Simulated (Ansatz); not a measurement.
# One shape, several levels: triplet C2H3BFN

We compute a comparison of 6 runs (UHF/3-21G, UB3LYP/6-31G*, UB3LYP/def2-SVP, UBLYP/def2-SVP, RPA@PBE/def2-SVP, UMP2/def2-SVP) of triplet C2H3BFN. 

The calculation is run with Ansatz 0.2.0.

122 further runs of the same task are left out: 122 set aside as unsound or not needed.

### Step 1. The structure to begin with

C2H3BFN has 8 atoms, charge 0, and is taken as a triplet. As SMILES of the parent species, `FB1C=NC1`. The coordinates come from a PBE0-D4/def2-TZVP relaxation. That shape belongs to the parent species and isn't relaxed for this state.

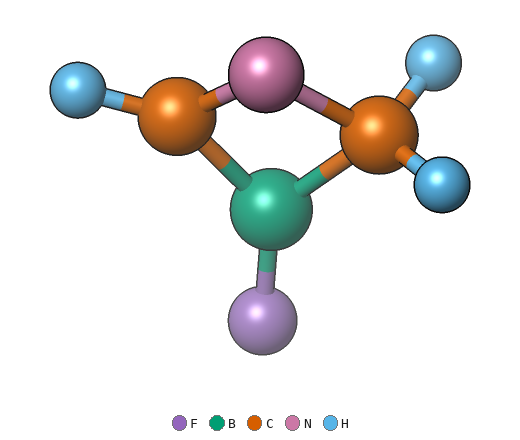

Viewed from a chosen angle; fluorine purple, boron teal, carbon orange, nitrogen pink, hydrogen blue.

### Step 2. The energy at UHF/3-21G (run 1)

job.yaml

```yaml
crystal:
  periodic: [false, false, false]
  atoms:
    - {symbol: F, position_ang: [0.213200, -1.007300, 1.918400]}
    - {symbol: B, position_ang: [-0.024100, -0.304800, 0.836200]}
    - {symbol: C, position_ang: [0.319000, 1.128500, 0.345800]}
    - {symbol: "N", position_ang: [0.303900, 0.728600, -0.881200]}
    - {symbol: C, position_ang: [-0.301700, -0.640600, -0.682300]}
    - {symbol: H, position_ang: [0.656500, 2.120900, 0.633900]}
    - {symbol: H, position_ang: [0.257100, -1.432700, -1.186200]}
    - {symbol: H, position_ang: [-1.331600, -0.649700, -1.040300]}
basis:
  gaussian:
    orbitals: 3-21G.json
magnetization:
  spin_polarized: true
  initial_magnetization: 2
hamiltonian:
  xc: hf
accuracy: high
output: {orbitals: {seedname: orbitals}}
```

The basis set 3-21G is read from a file made from the Basis Set Exchange's data (not shown).

Command:

```console
$ ansatz run job.yaml --threads 1 --pin off --max-ram 3480MiB --events-out events.jsonl --progress --plain --runs-dir runs
```

What it wrote:

```text
Warning: RAYON_NUM_THREADS=1 ignored (pool sized by the plan → 1); use --threads N
Functional definition: HF
  name "HF"
  exchange = exact_x
  correlation = 0
1244 factors; integrals over basis functions are off by at most 4.2e-9 eV
mean field evaluation 1: about -6924.2904 eV, gradient 1.7e1 eV
mean field evaluation 2: about -6924.2877 eV, gradient 1.7e1 eV
mean field evaluation 4: about -6926.4999 eV, gradient 3.3e0 eV
mean field evaluation 8: about -6926.7425 eV, gradient 2.8e-1 eV
mean field evaluation 16: about -6926.7464 eV, gradient 1.4e-8 eV
mean field evaluation 32: about -6925.7703 eV, gradient 7.4e-1 eV
mean field evaluation 64: about -6925.6352 eV, gradient 1.9e-1 eV
mean field -6926.74643656 eV, -254.5532364261 hartree, gradient 1.4e-8 eV, S^2 2.013908; 0 other end points of the search recorded, 0 dependent functions left out
reference -6926.74643656 eV, -254.5532364261 hartree; 19, 17 occupied and 32, 34 virtual orbitals, 1244 factors
Total energy: -6926.74643656 eV, -254.5532364261 hartree
```

Run time: 1.4 s. Hardware: 1 thread of Arm Neoverse V2, shared host; peak memory 0.13 GiB.

### Step 3. A single-point energy at UB3LYP/6-31G(d) (spherical functions) (run 2)

run.yaml

```yaml
crystal:
  periodic: [false, false, false]
  atoms:
    - symbol: F
      position_ang: [0.213200, -1.007300, 1.918400]
    - symbol: B
      position_ang: [-0.024100, -0.304800, 0.836200]
    - symbol: C
      position_ang: [0.319000, 1.128500, 0.345800]
    - symbol: "N"
      position_ang: [0.303900, 0.728600, -0.881200]
    - symbol: C
      position_ang: [-0.301700, -0.640600, -0.682300]
    - symbol: H
      position_ang: [0.656500, 2.120900, 0.633900]
    - symbol: H
      position_ang: [0.257100, -1.432700, -1.186200]
    - symbol: H
      position_ang: [-1.331600, -0.649700, -1.040300]
basis:
  gaussian:
    orbitals: 6-31G_st_-spherical.json
accuracy: high
magnetization:
  spin_polarized: true
  initial_magnetization: 2
hamiltonian:
  xc: {name: B3LYP}
output: {orbitals: {seedname: orbitals}}
```

The basis set 6-31G* is read from a file made from the Basis Set Exchange's data (not shown).

Command:

```console
$ ansatz run run.yaml --threads 1 --pin off --max-ram 3480MiB --events-out events.jsonl --progress --plain --runs-dir runs
```

What it wrote:

```text
Warning: RAYON_NUM_THREADS=1 ignored (pool sized by the plan → 1); use --threads N
Functional definition: B3LYP
  name "B3LYP"
  parameter a0 = 0.2
  parameter ax = 0.72
  parameter ac = 0.81
  exchange = (1 - a0 - ax)*slater_x + ax*b88_x + a0*exact_x
  correlation = (1 - ac)*vwn_rpa_c + ac*lyp_c
1813 factors; integrals over basis functions are off by at most 3.5e-9 eV
mean field evaluation 1: about -6998.1279 eV, gradient 3.0e1 eV
mean field evaluation 2: about -6996.4490 eV, gradient 3.6e1 eV
mean field evaluation 4: about -7002.3514 eV, gradient 2.6e0 eV
mean field evaluation 8: about -7002.5705 eV, gradient 4.9e-1 eV
mean field evaluation 16: about -7002.5718 eV, gradient 1.2e-3 eV
mean field evaluation 32: about -7002.5718 eV, gradient 1.1e-7 eV
mean field -7002.57178096 eV, -257.3397664366 hartree, gradient 5.7e-8 eV, S^2 2.005245; 2 other end points of the search recorded, 0 dependent functions left out
reference -7002.57181122 eV, -257.3397675486 hartree; 19, 17 occupied and 57, 59 virtual orbitals, 1813 factors
Total energy: -7002.57181122 eV, -257.3397675486 hartree
```

It took 12 s on 1 thread of Arm Neoverse V2, shared host; peak memory 0.33 GiB.

### Step 4. A single-point energy at UB3LYP/def2-SVP (run 3)

job.yaml: that of step 2 with these lines changed.

```diff
@@ -6,3 +6,3 @@
     - {symbol: C, position_ang: [0.319000, 1.128500, 0.345800]}
-    - {symbol: "N", position_ang: [0.303900, 0.728600, -0.881200]}
+    - {symbol: N, position_ang: [0.303900, 0.728600, -0.881200]}
     - {symbol: C, position_ang: [-0.301700, -0.640600, -0.682300]}
@@ -13,3 +13,3 @@
   gaussian:
-    orbitals: 3-21G.json
+    orbitals: def2-SVP
 magnetization:
@@ -18,3 +18,3 @@
 hamiltonian:
-  xc: hf
+  xc: {name: B3LYP}
 accuracy: high
```

Command:

```console
$ ansatz run job.yaml --threads 1 --pin off --max-ram 3480MiB --events-out events.jsonl --progress --plain --runs-dir runs
```

What it wrote, cut to the lines that bear on the results:

```text
Warning: RAYON_NUM_THREADS=1 ignored (pool sized by the plan → 1); use --threads N
[... 7 set-up lines as earlier in the session ...]
2019 factors; integrals over basis functions are off by at most 3.4e-9 eV
mean field evaluation 1: about -6992.5106 eV, gradient 3.2e1 eV
mean field evaluation 2: about -6991.3369 eV, gradient 3.6e1 eV
mean field evaluation 4: about -6997.3483 eV, gradient 2.5e0 eV
mean field evaluation 8: about -6997.5637 eV, gradient 4.4e-1 eV
mean field evaluation 16: about -6997.5647 eV, gradient 5.6e-4 eV
mean field evaluation 32: about -6997.5647 eV, gradient 1.1e-7 eV
mean field -6997.56467572 eV, -257.1557587132 hartree, gradient 4.1e-8 eV, S^2 2.005436; 2 other end points of the search recorded, 0 dependent functions left out
reference -6997.56471168 eV, -257.1557600347 hartree; 19, 17 occupied and 66, 68 virtual orbitals, 2019 factors
Total energy: -6997.56471168 eV, -257.1557600347 hartree
```

Wall time 13 s (1 thread of Arm Neoverse V2, shared host); peak memory 0.37 GiB.

Runs 4 to 5 aren't shown in full; the table further down has their settings and results.

### Step 5. A single-point energy at UMP2/def2-SVP (run 6)

input.yaml

```yaml
crystal:
  periodic: [false, false, false]
  atoms:
    - symbol: F
      position_ang: [0.213200, -1.007300, 1.918400]
    - symbol: B
      position_ang: [-0.024100, -0.304800, 0.836200]
    - symbol: C
      position_ang: [0.319000, 1.128500, 0.345800]
    - symbol: "N"
      position_ang: [0.303900, 0.728600, -0.881200]
    - symbol: C
      position_ang: [-0.301700, -0.640600, -0.682300]
    - symbol: H
      position_ang: [0.656500, 2.120900, 0.633900]
    - symbol: H
      position_ang: [0.257100, -1.432700, -1.186200]
    - symbol: H
      position_ang: [-1.331600, -0.649700, -1.040300]
basis:
  gaussian:
    orbitals: def2-SVP
magnetization:
  spin_polarized: true
  initial_magnetization: 2
correlation:
  method: mp2
  frozen_orbitals: {B: 1, C: 1, F: 1, H: 0, "N": 1}
accuracy: high
```

Command:

```console
$ ansatz run input.yaml --threads 1 --pin off --max-ram 3480MiB --events-out events.jsonl --progress --plain --runs-dir runs
```

What it wrote:

```text
Warning: RAYON_NUM_THREADS=1 ignored (pool sized by the plan → 1); use --threads N
[... 4 set-up lines as earlier in the session ...]
2019 factors; integrals over basis functions are off by at most 3.4e-9 eV
mean field evaluation 1: about -6956.4410 eV, gradient 2.0e1 eV
mean field evaluation 2: about -6956.5898 eV, gradient 2.0e1 eV
mean field evaluation 4: about -6959.2393 eV, gradient 3.7e0 eV
mean field evaluation 8: about -6959.5133 eV, gradient 4.1e-1 eV
mean field evaluation 16: about -6959.5191 eV, gradient 1.5e-8 eV
mean field evaluation 32: about -6959.5049 eV, gradient 1.3e0 eV
mean field -6959.51907969 eV, -255.7576088473 hartree, gradient 2.6e-8 eV, S^2 2.018949; 4 other end points of the search recorded, 0 dependent functions left out
5 core orbitals not correlated: weight in the atoms' cores, before any rotation towards them, 1.000 or more for the frozen orbitals, at most 0.000 for the correlated occupied ones
reference -6959.51907969 eV, -255.7576088473 hartree; 14, 12 occupied and 66, 68 virtual orbitals, 2019 factors
second order -17.61868289 eV of doubles, -0.00000000 eV of singles
Total energy: -6977.13776259 eV, -256.4050835012 hartree
```

It took 4.2 s on 1 thread of Arm Neoverse V2, shared host; peak memory 0.31 GiB.

### Step 6. Overview of the runs

```
run                                level  frozen core orbitals  energy (Eh)  HOMO energy (eV)   ⟨S²⟩  wall time
  1                            UHF/3-21G                     –  -254.553236             -7.32  2.014      1.4 s
  2  UB3LYP/6-31G* (spherical functions)                     –  -257.339768             -3.97  2.005       12 s
  3                      UB3LYP/def2-SVP                     –  -257.155760             -4.23  2.005       13 s
  4                       UBLYP/def2-SVP                     –  -257.083364             -3.08  2.004      8.4 s
  5                     RPA@PBE/def2-SVP                     5  -256.755777                 –  2.004       16 s
  6                        UMP2/def2-SVP                     5  -256.405084                 –  2.019      4.2 s
```

### Step 7. Summary of results

```
                                          quantity          value
                               run 6: total energy  -256.40508 Eh
run 6: correlation energy (5 core orbitals frozen)     -647.5 mEh
          run 6: ⟨S²⟩ of the reference determinant          2.019
```

Totals of different functionals can't be ranked against each other. All runs together took 54 s, the longest 16 s.
